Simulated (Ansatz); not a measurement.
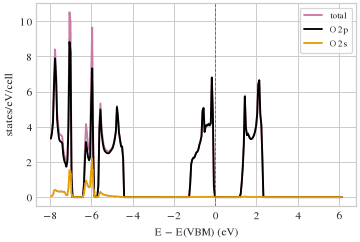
Figure. Total and projected density of states of O (α-O2, C2/m), DFT-PBEsol in the program Ansatz with PAW potentials

Problem. Which orbitals carry the states next to the gap?

Solution. Top 1 eV of the valence band: O 2p 99 %. Bottom 1 eV of the conduction band: O 2p 99 %. Projections are on Löwdin-orthogonalised atomic valence shells; empty p or d shells of many metals are not among them.

Problem. Where is the tallest occupied peak in this window, and what makes it?

Solution. Near -7.1 eV, about 11 states/eV per cell; the largest projected share is O 2p.

Symmetry was held in the PBEsol relaxation, as lowered by the spin order. Magnetic state: antiferromagnetic, chosen from 5 collinear starts compared on coarse meshes (ties went to the first, and starts can fall back to one state), not a proven ground state. Textbook magnetic order: antiferromagnetic. The substance is a gas or liquid at ambient conditions; this is its low-temperature solid. No Hubbard U is applied. A crystal of weakly bound molecules computed without a dispersion correction: the cell and the soft elastic constants depend strongly on that.

Potentials: the earlier of the program's two PAW sets. The files were generated under PBE; for other functionals the program regenerates the frozen cores, and for LDA and PBEsol the local potential too.
